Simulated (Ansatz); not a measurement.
# Run report: BSiH₃F₂, geometry relaxation

- system: BSiH₃F₂
- method: RKS PBE0-D4/def2-TZVP (Ansatz 0.2.0)

Figures and captions count atoms from 1; the log counts them from 0 in places.

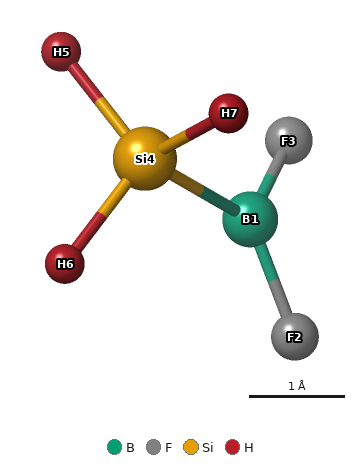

Figure 1. The structure as given in the input (ball-and-stick view, seen at a tilt; atoms are numbered from 1 in the order of the input). Bond lengths as drawn: B–F 1.32 Å, B–Si 2.03 Å and H–Si 1.49 Å.

Results in brief:

```csv
quantity,value
outcome,converged
total energy,−14032.7816 eV
mean-field energy,−14032.6934 eV
dispersion energy,−0.0883 eV
SCF solution under orbital rotations,stable
largest force (length of the vector) at the end,0.003 eV/Å
dipole moment,0.93 D
hardware,"4 threads of Arm Neoverse V2, 23 GiB of memory available, shared host"
wall time,8 s (CPU time 28 s)
peak memory,0.55 GiB
```

Input file:
```yaml
crystal:
  periodic: [false, false, false]
  atoms:
    - {symbol: B, position_ang: [-0.121819, -1.282345, 0.500241]}
    - {symbol: F, position_ang: [-0.890467, -2.142740, -0.147113]}
    - {symbol: F, position_ang: [1.042291, -1.747187, 0.929077]}
    - {symbol: Si, position_ang: [-0.775755, 0.575321, 0.990228]}
    - {symbol: H, position_ang: [0.373044, 1.509320, 1.132716]}
    - {symbol: H, position_ang: [-1.692951, 1.094959, -0.058914]}
    - {symbol: H, position_ang: [-1.515517, 0.547554, 2.283450]}
basis:
  gaussian: {orbitals: def2-TZVP}
hamiltonian: {xc: pbe0, dispersion: d4}
relax: {f_tol: 0.005, max_steps: 200}
```

Launched with:
```bash
ansatz run in.yaml --threads 4 --pin off --events-out ev --progress --plain --max-ram 9574MiB
```

What the program printed:
```
Functional definition: PBE0
  name "PBE0"
  cite "Adamo & Barone, J. Chem. Phys. 110, 6158 (1999) doi:10.1063/1.478522"
  cite "Perdew, Burke & Ernzerhof, Phys. Rev. Lett. 77, 3865 (1996) doi:10.1103/PhysRevLett.77.3865"
  parent pbe
  parameter a = 0.25
  parameter kappa = 0.804
  parameter beta = 0.06672455060314922
  exchange = (1 - a)*pbe_x(kappa = kappa, mu = beta*pi^2/3) + a*exact_x
  correlation = pbe_c(beta = beta)
881 factors; their error is unknown
mean field evaluation 1: about -14030.8166 eV, gradient 3.6e1 eV
mean field evaluation 2: about -14029.3246 eV, gradient 5.1e1 eV
mean field evaluation 4: about -14032.6217 eV, gradient 7.9e-1 eV
mean field evaluation 8: about -14032.6800 eV, gradient 1.6e-1 eV
mean field evaluation 16: about -14032.6800 eV, gradient 7.6e-6 eV
mean field -14032.68004977 eV, -515.6914801368 hartree, gradient 7.6e-6 eV, S^2 0.000000; 0 other end points of the search recorded, 0 dependent functions left out
the calculation of the forces begins
reference -14032.68008196 eV, -515.6914813197 hartree; 20, 20 occupied and 128, 128 virtual orbitals, 881 factors
relax step   1: F+E_penalty+E_count = -14032.76822192 eV  Δ(F+E_penalty+E_count) = +0.000e0 eV  max|allowed force component| = 4.008e-1 eV/Å  Δτ_max = 0.0000 Å  (24 SCF iters, accepted)
these checks for a lower state are left out or cut short: starts, cluster_reference, orbital_swaps, neighbouring_geometries, increment
881 factors; their error is unknown
mean field -14032.45519501 eV, -515.6832168767 hartree, gradient 1.8e-5 eV, S^2 0.000000; 0 other end points of the search recorded, 0 dependent functions left out
the calculation of the forces begins
reference -14032.45522716 eV, -515.6832180582 hartree; 20, 20 occupied and 128, 128 virtual orbitals, 881 factors
relax step   2: F+E_penalty+E_count = -14032.54333448 eV  Δ(F+E_penalty+E_count) = +2.249e-1 eV  max|allowed force component| = 2.267e0 eV/Å  Δτ_max = 0.1946 Å  (32 SCF iters, rejected (line search))
these checks for a lower state are left out or cut short: starts, cluster_reference, orbital_swaps, neighbouring_geometries, increment
881 factors; their error is unknown
mean field -14032.68189591 eV, -515.6915479814 hartree, gradient 1.7e-5 eV, S^2 0.000000; 0 other end points of the search recorded, 0 dependent functions left out
the calculation of the forces begins
reference -14032.68192814 eV, -515.6915491657 hartree; 20, 20 occupied and 128, 128 virtual orbitals, 881 factors
relax step   3: F+E_penalty+E_count = -14032.77007788 eV  Δ(F+E_penalty+E_count) = -1.856e-3 eV  max|allowed force component| = 4.056e-1 eV/Å  Δτ_max = 0.0096 Å  (28 SCF iters, accepted)
these checks for a lower state are left out or cut short: starts, cluster_reference, orbital_swaps, neighbouring_geometries, increment
881 factors; their error is unknown
mean field evaluation 32: about -14032.6168 eV, gradient 3.0e0 eV
mean field -14032.69184455 eV, -515.6919135869 hartree, gradient 1.3e-5 eV, S^2 0.000000; 0 other end points of the search recorded, 0 dependent functions left out
the calculation of the forces begins
reference -14032.69187683 eV, -515.6919147733 hartree; 20, 20 occupied and 128, 128 virtual orbitals, 881 factors
relax step   4: F+E_penalty+E_count = -14032.78021434 eV  Δ(F+E_penalty+E_count) = -1.014e-2 eV  max|allowed force component| = 1.062e-1 eV/Å  Δτ_max = 0.0379 Å  (28 SCF iters, accepted)
these checks for a lower state are left out or cut short: starts, cluster_reference, orbital_swaps, neighbouring_geometries, increment
881 factors; their error is unknown
mean field -14032.69331908 eV, -515.6919677751 hartree, gradient 1.3e-5 eV, S^2 0.000000; 0 other end points of the search recorded, 0 dependent functions left out
the calculation of the forces begins
reference -14032.69335134 eV, -515.6919689607 hartree; 20, 20 occupied and 128, 128 virtual orbitals, 881 factors
relax step   5: F+E_penalty+E_count = -14032.78159005 eV  Δ(F+E_penalty+E_count) = -1.376e-3 eV  max|allowed force component| = 8.491e-3 eV/Å  Δτ_max = 0.0117 Å  (28 SCF iters, accepted)
these checks for a lower state are left out or cut short: starts, cluster_reference, orbital_swaps, neighbouring_geometries, increment
881 factors; their error is unknown
mean field -14032.69333643 eV, -515.6919684125 hartree, gradient 2.6e-5 eV, S^2 0.000000; 0 other end points of the search recorded, 0 dependent functions left out
the calculation of the forces begins
reference -14032.69336869 eV, -515.6919695982 hartree; 20, 20 occupied and 128, 128 virtual orbitals, 881 factors
relax step   6: F+E_penalty+E_count = -14032.78161074 eV  Δ(F+E_penalty+E_count) = -2.069e-5 eV  max|allowed force component| = 2.612e-3 eV/Å  Δτ_max = 0.0018 Å  (22 SCF iters, accepted)
881 factors; their error is unknown
mean field evaluation 64: about -14032.6933 eV, gradient 1.0e-3 eV
```

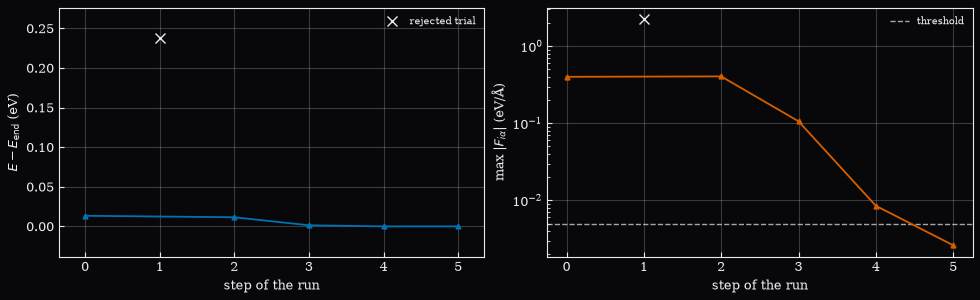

Figure 2. Progress of the relaxation, step by step (the first geometry is step 0 here and step 1 in the log).

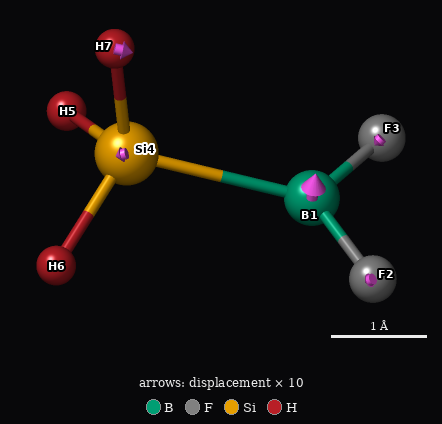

Figure 3. The starting structure with the displacements as pink arrows, magnified 10 times (ball-and-stick view, seen at a tilt). The two geometries are laid on each other by the best rigid fit. The energy falls by 0.013 eV in 5 geometry steps. Largest force component: 0.4 eV/Å at the start, 0.0026 eV/Å at the end. The line search rejected the trial step at point 1 (counted from 0) and went back. The largest move after the best rigid fit is that of B1, 0.034 Å. Largest moves by element: B 0.034 Å, H 0.020 Å, Si 0.013 Å, F 0.011 Å. Among the contacts that change: B1–Si4 2.029 → 2.035 Å. Among the angles that change: B1–Si4–H7 110.6° → 108.2°. (Atoms are counted from 1 in the order of the input.)

```
mean field -14032.69333643 eV, -515.6919684125 hartree, gradient 2.5e-5 eV, S^2 0.000000; 1 other end points of the search recorded, 0 dependent functions left out
the calculation of the forces begins
reference -14032.69336869 eV, -515.6919695982 hartree; 20, 20 occupied and 128, 128 virtual orbitals, 881 factors
Total energy: -14032.78164301 eV, -515.6952136195 hartree
Atom 0 at    -0.136053    -1.289362     0.529968 Å, force     0.000044     0.000527     0.000338 eV/Å
Atom 1 at    -0.886109    -2.133111    -0.152943 Å, force    -0.000420    -0.000741    -0.000538 eV/Å
Atom 2 at     1.041288    -1.739291     0.920086 Å, force     0.000554    -0.000348     0.000062 eV/Å
Atom 3 at    -0.775300     0.587524     0.986349 Å, force    -0.001427    -0.000824     0.002612 eV/Å
Atom 4 at     0.379800     1.509314     1.131806 Å, force     0.000832     0.000785     0.000080 eV/Å
Atom 5 at    -1.695012     1.091765    -0.064962 Å, force    -0.000611     0.000461    -0.000838 eV/Å
Atom 6 at    -1.509788     0.528044     2.279381 Å, force     0.001027     0.000140    -0.001717 eV/Å
Dipole moment:    -0.057246     0.181569     0.036624 e Å
```

Trajectory as extended XYZ (Å, eV, eV/Å), 6 frames, from step=1 to step=6:
```
7
Properties=species:S:1:pos:R:3:forces:R:3 step=1 energy=-14032.76822
B    -0.1218   -1.2823    0.5002   -0.0601  -0.4008   0.3752
F    -0.8905   -2.1427   -0.1471    0.1663   0.1576  -0.0358
F     1.0423   -1.7472    0.9291   -0.1595   0.1284  -0.2048
Si   -0.7758    0.5753    0.9902    0.0132   0.2976  -0.1162
H     0.3730    1.5093    1.1327   -0.0085  -0.0364   0.0031
H    -1.6930    1.0950   -0.0589    0.0075  -0.0307   0.0136
H    -1.5155    0.5476    2.2835    0.0411  -0.1156  -0.0352
7
Properties=species:S:1:pos:R:3:forces:R:3 step=2 energy=-14032.54333 accepted=F
B    -0.2032   -1.3389    0.6676    1.3749  -0.4079  -2.2666
F    -0.8547   -2.1198   -0.2197    0.1391   0.4763   1.2339
F     1.0774   -1.7241    0.8563   -1.2532   0.2029   0.4672
Si   -0.7815    0.5908    0.9960   -0.2626  -0.2399   0.5588
H     0.3875    1.5014    1.1195    0.0160  -0.1262  -0.0170
H    -1.6861    1.0842   -0.0762    0.0455  -0.1255  -0.0034
H    -1.5206    0.5613    2.2862   -0.0597   0.2203   0.0271
7
Properties=species:S:1:pos:R:3:forces:R:3 step=3 energy=-14032.77008
B    -0.1198   -1.2917    0.5005   -0.1551  -0.0777   0.4056
F    -0.8891   -2.1456   -0.1498    0.1339   0.0718  -0.0653
F     1.0455   -1.7491    0.9255   -0.0839   0.0586  -0.1757
Si   -0.7779    0.5795    0.9926    0.0571   0.1432  -0.1607
H     0.3733    1.5126    1.1344   -0.0275  -0.0483   0.0023
H    -1.6949    1.0987   -0.0599    0.0295  -0.0424   0.0428
H    -1.5181    0.5506    2.2864    0.0459  -0.1052  -0.0491
7
Properties=species:S:1:pos:R:3:forces:R:3 step=4 energy=-14032.78021
B    -0.1382   -1.2829    0.5310   -0.0194   0.0764   0.0111
F    -0.8879   -2.1265   -0.1491   -0.0565  -0.0612  -0.0499
F     1.0369   -1.7329    0.9222    0.0872  -0.0336   0.0294
Si   -0.7757    0.5943    0.9851    0.0385  -0.1062  -0.0352
H     0.3882    1.5035    1.1339   -0.0239   0.0398  -0.0061
H    -1.6986    1.0832   -0.0699    0.0045   0.0467   0.0100
H    -1.5059    0.5161    2.2764   -0.0305   0.0381   0.0408
7
Properties=species:S:1:pos:R:3:forces:R:3 step=5 energy=-14032.78159
B    -0.1358   -1.2898    0.5296    0.0011   0.0059   0.0005
F    -0.8864   -2.1337   -0.1524    0.0006  -0.0014  -0.0006
F     1.0411   -1.7398    0.9207   -0.0011  -0.0011  -0.0013
Si   -0.7745    0.5877    0.9850   -0.0065   0.0056   0.0080
H     0.3799    1.5106    1.1331   -0.0041  -0.0051  -0.0061
H    -1.6965    1.0927   -0.0645    0.0085  -0.0023   0.0010
H    -1.5089    0.5273    2.2782    0.0014  -0.0015  -0.0016
7
Properties=species:S:1:pos:R:3:forces:R:3 step=6 energy=-14032.78161
B    -0.1361   -1.2894    0.5300    0.0000   0.0005   0.0003
F    -0.8861   -2.1331   -0.1529   -0.0004  -0.0007  -0.0005
F     1.0413   -1.7393    0.9201    0.0006  -0.0003   0.0001
Si   -0.7753    0.5875    0.9863   -0.0014  -0.0008   0.0026
H     0.3798    1.5093    1.1318    0.0008   0.0008   0.0001
H    -1.6950    1.0918   -0.0650   -0.0006   0.0005  -0.0008
H    -1.5098    0.5280    2.2794    0.0010   0.0001  -0.0017
```
